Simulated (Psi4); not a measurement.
# CCSD(T)/6-311++G(2d,2p) (sweep point 8) run of BCl (SMILES [B]Cl)

Aim: the energy change on altering one bond length of BCl at CCSD(T)/6-311++G(2d,2p) (sweep point 8), from 2 runs. 

Program for the calculation: Psi4 1.11.

### Step 1. The system as given

The species is BCl (2 atoms), meant as a singlet with charge 0. As SMILES, `[B]Cl`. Geometry: relaxed at GFN2-xTB.

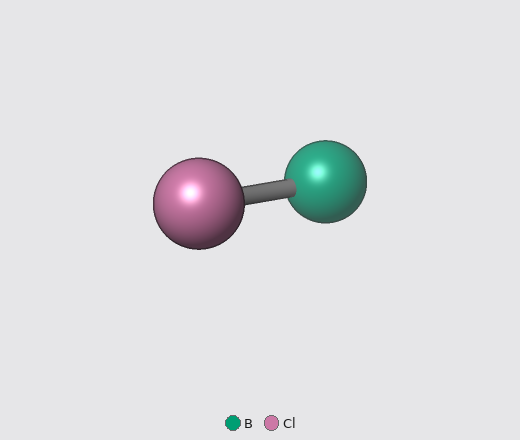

Viewed from a chosen angle; boron teal, chlorine pink.

### Step 2. The energy at CCSD(T)/6-311++G(2d,2p) (sweep point 8)

Contents of job.inp:

```
memory 1.6 GB

molecule {
  0 1
  B      0.000000     0.000000     0.000000
  Cl     0.000000     0.000000     1.578530
  symmetry c1
}

set basis 6-311++G(2d,2p)
set reference rhf
set puream true
set scf_type pk
set num_frozen_docc 6

energy('ccsd(t)')
print_variables()
```

Started as:

```
psi4 -i job.inp -o job.out -n 1
```

job.out:

```text
[...]
  Running in c1 symmetry.
[...]
  Nuclear repulsion =   28.494905327709958
[...]
  Multiplicity = 1
[...]
  Nalpha       = 11
  Nbeta        = 11
[...]
    Number of basis functions: 62
[...]
   @RHF iter   1:  -484.12499647233756   -3.37464e-01   1.94091e-03 DIIS/ADIIS
[...]
   @RHF iter  10:  -484.13409486456771   -3.06954e-12   2.41586e-09 DIIS
[...]
    Orbital Energies [Eh]
    ---------------------
    Doubly Occupied:
       1A   -104.891329     2A    -10.625066     3A     -8.092925
       4A     -8.089972     5A     -8.089972     6A     -7.691204
       7A     -1.203552     8A     -0.698718     9A     -0.551228
      10A     -0.551228    11A     -0.363870
[...]
  @RHF Final Energy:  -484.13409486456771
   => Energetics <=
    Nuclear Repulsion Energy =             28.4949053277099580
    One-Electron Energy =                -723.5598740705875116
    Two-Electron Energy =                 210.9308738783098249
    Total Energy =                       -484.1340948645677145
[...]
 Multipole Moments:
 ------------------------------------------------------------------------------------
     Multipole            Electronic (a.u.)      Nuclear  (a.u.)        Total (a.u.)
 ------------------------------------------------------------------------------------
 L = 1.  Multiply by 2.5417464519 to convert [e a0] to [Debye]
 Dipole X            :         -0.0000000            0.0000000           -0.0000000
 Dipole Y            :          0.0000000            0.0000000            0.0000000
 Dipole Z            :          0.1642316            0.7989079            0.9631396
 Magnitude           :                                                    0.9631396
[...]
      * MP2 total energy                      = -484.356433217084259
[...]
      * CCSD total energy                     = -484.382800916781719
[...]
      * CCSD(T) total energy                  = -484.392685962435621
[...]
```

Wall time 4.2 s (1 thread of AMD EPYC 9R45 (Zen 5), shared host); peak memory 0.29 GiB.

### Step 3. The distorted shape, same level

Contents of calc.inp:

```
memory 1.6 GB

molecule molecule1 {
  0 1
  B      0.000000     0.000000    -0.315670
  Cl     0.000000     0.000000     1.578530
  units angstrom
  symmetry c1
}

set {
  basis 6-311++G(2d,2p)
  puream true
  scf_type pk
  num_frozen_docc 6
}

e = energy("ccsd(t)")
```

Started as:

```
psi4 calc.inp calc.out -n 1
```

calc.out:

```text
[...]
  Running in c1 symmetry.
[...]
  Nuclear repulsion =   23.746205736960192
[...]
  Multiplicity = 1
[...]
  Nalpha       = 11
  Nbeta        = 11
[...]
    Number of basis functions: 62
[...]
   @RHF iter   1:  -484.12108590006176   -6.58234e-01   2.59811e-03 DIIS/ADIIS
[...]
   @RHF iter  10:  -484.13606990228163   -5.45697e-12   5.88009e-09 DIIS
[...]
    Orbital Energies [Eh]
    ---------------------
    Doubly Occupied:
       1A   -104.859352     2A    -10.584870     3A     -8.052347
       4A     -8.050480     5A     -8.050480     6A     -7.757341
       7A     -1.114811     8A     -0.640135     9A     -0.493340
      10A     -0.493340    11A     -0.401716
[...]
  @RHF Final Energy:  -484.13606990228163
   => Energetics <=
    Nuclear Repulsion Energy =             23.7462057369601922
    One-Electron Energy =                -714.7681292870317975
    Two-Electron Energy =                 206.8858536477899861
    Total Energy =                       -484.1360699022816334
[...]
 Multipole Moments:
 ------------------------------------------------------------------------------------
     Multipole            Electronic (a.u.)      Nuclear  (a.u.)        Total (a.u.)
 ------------------------------------------------------------------------------------
 L = 1.  Multiply by 2.5417464519 to convert [e a0] to [Debye]
 Dipole X            :         -0.0000000            0.0000000           -0.0000000
 Dipole Y            :         -0.0000000            0.0000000           -0.0000000
 Dipole Z            :         -0.9303304            0.9586713            0.0283410
 Magnitude           :                                                    0.0283410
[...]
      * MP2 total energy                      = -484.357642509418042
[...]
      * CCSD total energy                     = -484.386549033122094
[...]
      * CCSD(T) total energy                  = -484.396864674897472
[...]
```

It took 4.2 s on 1 thread of AMD EPYC 9R45 (Zen 5), shared host; peak memory 0.29 GiB.

### Step 4. Results

At CCSD(T)/6-311++G(2d,2p) (sweep point 8), 6 core orbitals frozen:

| quantity | value |
| --- | --- |
| first shape: total energy | -484.39269 Eh |
| first shape: HOMO energy (Hartree–Fock orbitals) | -9.90 eV |
| first shape: LUMO energy (Hartree–Fock orbitals) | 1.42 eV |
| first shape: HOMO–LUMO gap (Hartree–Fock orbitals) | 11.32 eV |
| first shape: correlation energy (6 core orbitals frozen) | -258.6 mEh |
| first shape: (T) correction | -9.89 mEh |
| first shape: T1 diagnostic | 0.015 |
| distorted shape: total energy | -484.39686 Eh |
| distorted shape: HOMO energy (Hartree–Fock orbitals) | -10.93 eV |
| distorted shape: LUMO energy (Hartree–Fock orbitals) | 0.92 eV |
| distorted shape: HOMO–LUMO gap (Hartree–Fock orbitals) | 11.85 eV |
| distorted shape: correlation energy (6 core orbitals frozen) | -260.8 mEh |
| distorted shape: (T) correction | -10.32 mEh |
| distorted shape: T1 diagnostic | 0.019 |
| energy change with the B1–Cl2 bond stretched from 1.579 to 1.894 Å | -0.114 eV |

What this shows: With the B1–Cl2 bond stretched from 1.579 to 1.894 Å the energy falls by 0.11 eV (11.0 kJ/mol). The first shape isn't relaxed at this level, so the change isn't measured from a minimum. The triples (first shape) make up 3.8 % of the correlation energy. The triples (distorted shape) make up 4.0 % of the correlation energy.
